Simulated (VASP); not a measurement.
Band structure of Y2Ga3Ag (space group P3m1). These are PBEsol GGA, VASP's PBE PAW potentials (set 64) (plane waves; VASP) values and carry that method's errors.

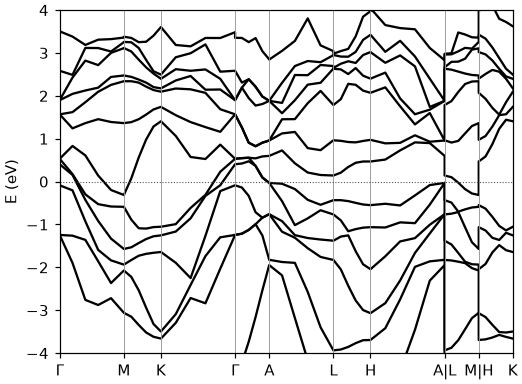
Figure. Bands along high-symmetry lines, zero at the valence-band maximum or, without a gap, the Fermi level

Q: Read the plot: is there a gap, and where are the band edges?

A: It has no gap at this level: it comes out as a metal or semimetal.

The structure comes from a computed database's Y2Ga3Ag entry; how it stands against other phases isn't given here. The cell was not relaxed at this level.
